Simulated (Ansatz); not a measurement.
System: H$_{6}$O$_{3}$Si$_{2}$.

Input file:

```
crystal:
  periodic: [false, false, false]
  atoms:
    - {symbol: O, position_ang: [-1.461216, -1.354436, -0.182202]}
    - {symbol: Si, position_ang: [-0.288168, -1.223524, 0.962983]}
    - {symbol: O, position_ang: [0.559450, 0.158765, 0.786752]}
    - {symbol: Si, position_ang: [1.000259, 1.237813, -0.361051]}
    - {symbol: O, position_ang: [-0.211267, 1.513776, -1.431061]}
    - {symbol: H, position_ang: [-2.243694, -0.811037, -0.075331]}
    - {symbol: H, position_ang: [0.595702, -2.388244, 0.744306]}
    - {symbol: H, position_ang: [-0.873871, -1.207545, 2.324657]}
    - {symbol: H, position_ang: [1.266235, 2.534353, 0.292099]}
    - {symbol: H, position_ang: [2.200940, 0.702952, -1.052755]}
    - {symbol: H, position_ang: [-0.479069, 0.780027, -1.987697]}
basis:
  gaussian: {orbitals: def2-TZVPP}
hamiltonian: {xc: pbe0, dispersion: d4}
output: {orbitals: {seedname: orbitals}}
```

Command:

```sh
ansatz run in.yaml --threads 4 --pin off --events-out ev --progress --plain --max-ram 10444MiB
```

Geometry: PBE0-D4/def2-TZVP.

Method: RKS PBE0-D4/def2-TZVPP (Ansatz 0.2.0).

Question: Predict the electron density and electron localisation function between the atoms.

Answer: Si–O (1.64 Å): ρ is about 1.2 e/Å³ halfway; the ELF peaks at about 0.85 between the atoms (a polar covalent bond).
O–H (0.96 Å): the density is about 3.8 e/Å³ at the midpoint; the ELF climbs to about 1 towards the hydrogen, as it does in any bond to H; an ordinary covalent bond to hydrogen.
Si–H (1.48 Å): ρ at the midpoint is about 0.84 e/Å³; the ELF climbs to about 1 towards the hydrogen.

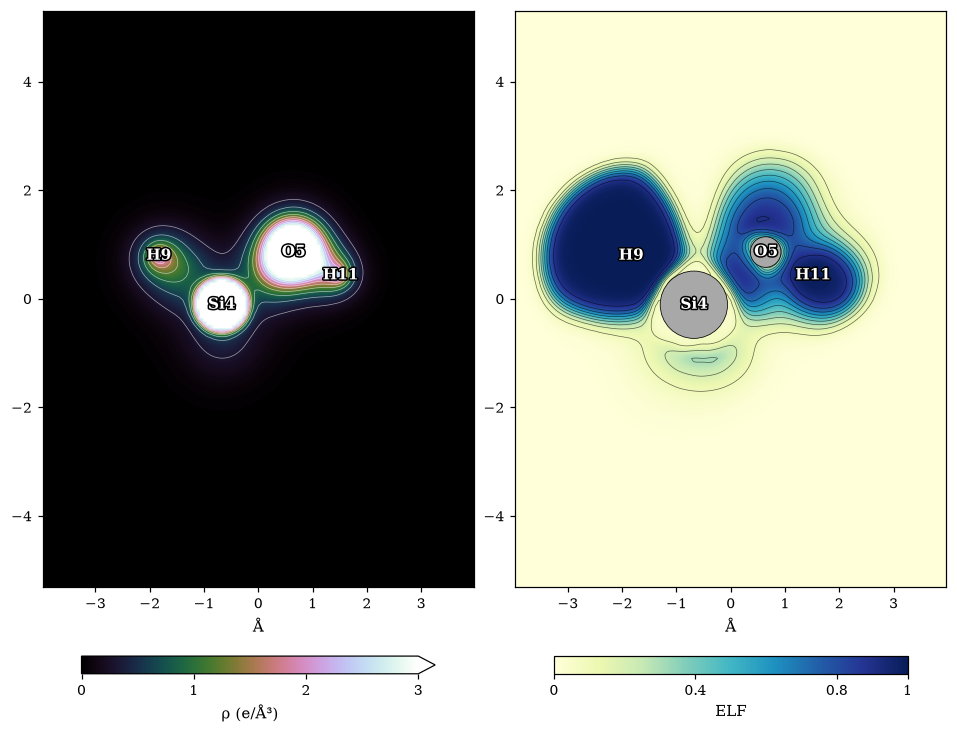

Computed electron density and electron localisation function on the plane of atoms Si4, O5 and H11, in this order. Grey discs cover the atomic cores in the ELF map. 
